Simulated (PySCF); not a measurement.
## A study: O$_{2}$S, SMILES `O=S=O`

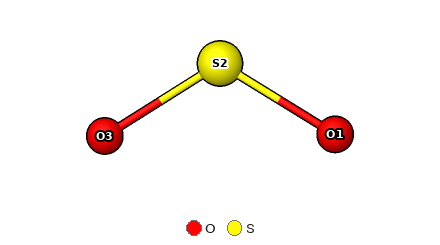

The molecule, with its atoms numbered as below. No frequency check shows the geometry to be a minimum.

Cartesian coordinates (Å):

```
O1       1.2186   -0.3781    0.0000
S2       0.0000    0.3781    0.0000
O3      -1.2186   -0.3781    0.0000
```

## 1. Bonding charge

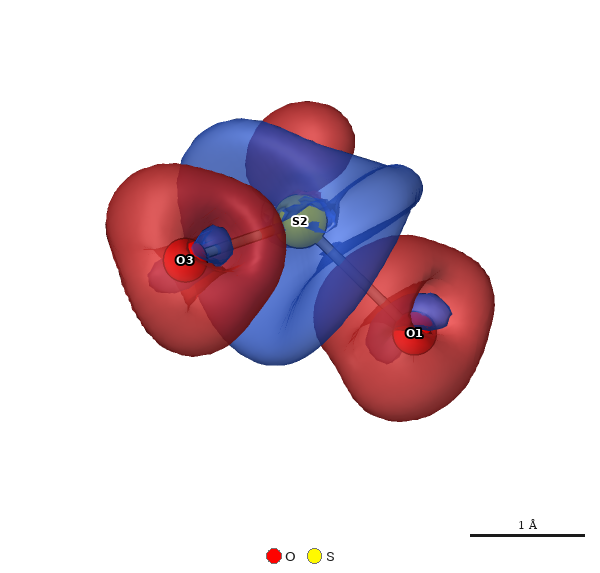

Deformation density (molecule less spherical, spin-averaged free atoms at the same positions), surfaces at ±0.07 e/Å³; red: gain, blue: loss.

Method: M06-2X/6-31+G*; geometry: GFN2-xTB; program: PySCF.

**Describe the bonding that the map shows.**

O1–S2 and S2–O3: +0.13 e/Å³ at the bond critical point (bond length 1.43 Å). In all, 0.9 electrons gather in the regions of gain relative to the promolecule. A small or negative value marks a very polar bond, one between electron-rich atoms, whose free-atom densities already overlap strongly, a long bond to a heavier atom, or a closed-shell contact such as a hydrogen bond.

**Where do the Hirshfeld charges lie?**

The highest Hirshfeld charge is on S2 (+0.52 e), the lowest on O1 and O3 (−0.26 e).

## 2. Electrostatic potential

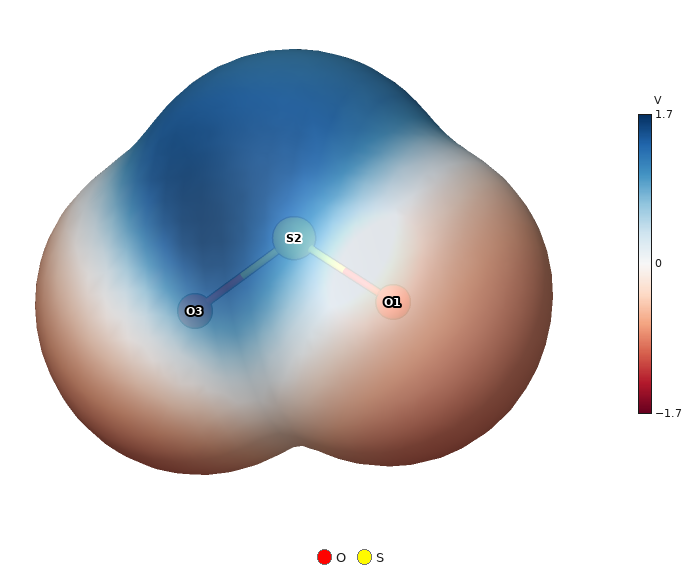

Electrostatic potential on the surface of electron density 0.001 a.u.

**Where are the extremes of the potential on the surface?**

Highest: 1.69 V, off the molecular plane, over S2 (2.0 Å), and at like points elsewhere. Lowest: −0.97 V, 1.8 Å from O3, and at like points elsewhere. Further minima include 1.03 V, 2.1 Å from S2. The surface is sampled at points, so like sites can differ by a few per cent and only the strongest of them is named.

**What volume does the surface enclose, and what is the dipole moment?**

About 57 Å³; the dipole moment is 2.2 D.

## 3. Excited states

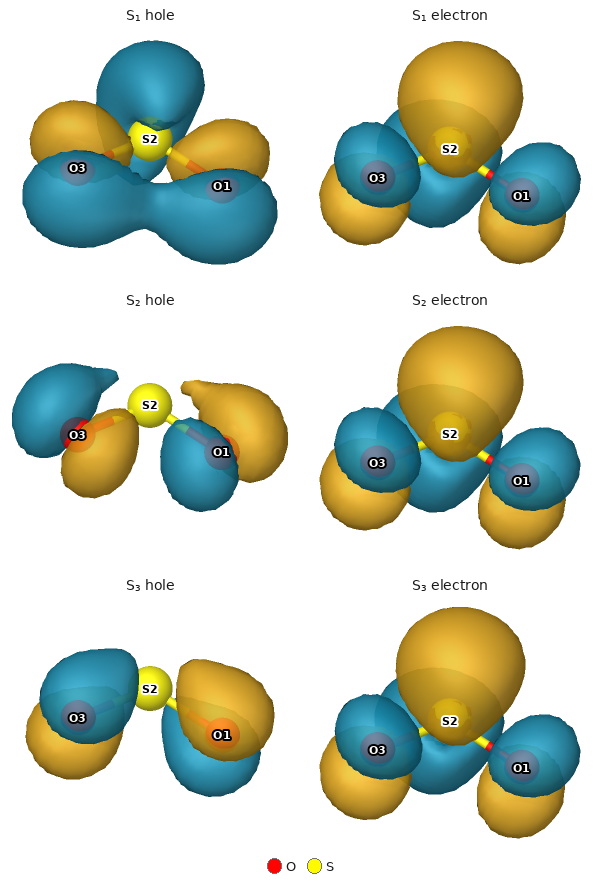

Leading natural transition orbitals (TDA singlet states).

Method: CAM-B3LYP/def2-SVPD; geometry: GFN2-xTB; program: PySCF.

**Describe these excited states.**

By state:
- S₁: 4.30 eV (289 nm), f = 0.008; the leading pair carries 99 %; hole on O1 and O3 (34 % each) and S2 (32 %), electron on S2 (54 %) and O1 and O3 (23 % each); their centroids lie 0.3 Å apart.
- S₂: 4.49 eV (276 nm), f = 0.000 (dark); the leading pair carries 100 %; hole on O1 and O3 (43 % each) and S2 (13 %), electron on S2 (54 %) and O1 and O3 (23 % each); their centroids lie 0.4 Å apart.
- S₃: 6.72 eV (185 nm), f = 0.077; the leading pair carries 79 %; hole on O1 and O3 (42 % each) and S2 (17 %), electron on S2 (58 %) and O1 and O3 (21 % each) (shares are of the whole state, not of the leading pair alone); their centroids lie 0.5 Å apart.

## 4. Stretching a bond

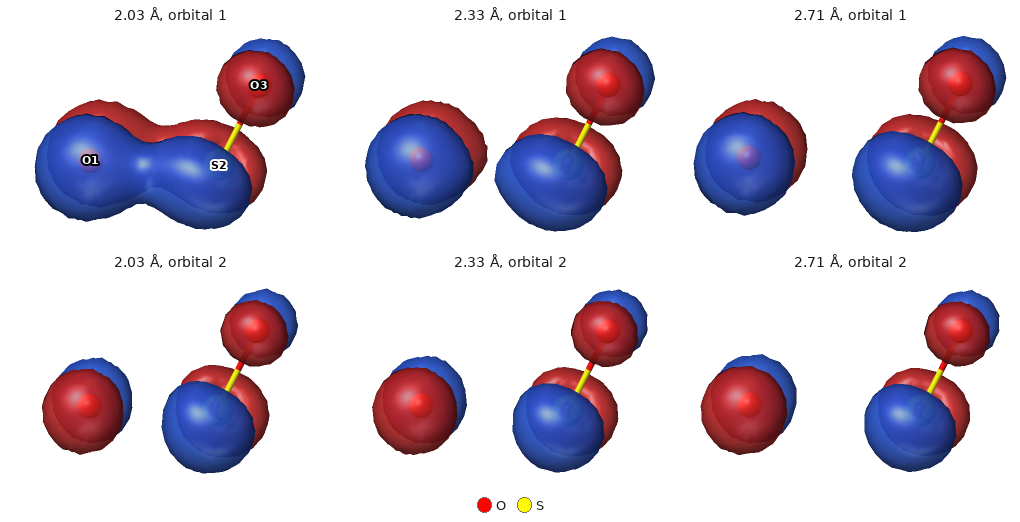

Rigid stretch of the O1–S2 bond. The two CASSCF(4,4) natural orbitals nearest half filling (orbital 1 the more occupied).

Method: 6-31G* basis; geometry: GFN2-xTB; program: PySCF.

**How do the occupations change along the stretch?**

2.03 Å: 1.59 and 0.41; 2.33 Å: 1.31 and 0.69; 2.71 Å: 1.11 and 0.89. At the longest distance computed (4.21 Å) they are 1.00 and 1.00, and the effective number of unpaired electrons is 4.0.

UHF's ⟨S²⟩ passes 1 along the scan (up to 2.04), so it also polarises electrons outside the stretched bond; its energy lowering isn't due to that bond alone.

UHF already breaks spin symmetry near equilibrium here (⟨S²⟩ = 0.44 at 1.50 Å), for reasons apart from this bond.

**How much energy does the stretch cost?**

By CASSCF, 3.9 eV from the lowest point of the scan (1.50 Å) to 4.21 Å; RHF gives 15.3 eV from its own lowest point. The fragments aren't relaxed and dynamic correlation is missing, so this isn't a bond dissociation energy.
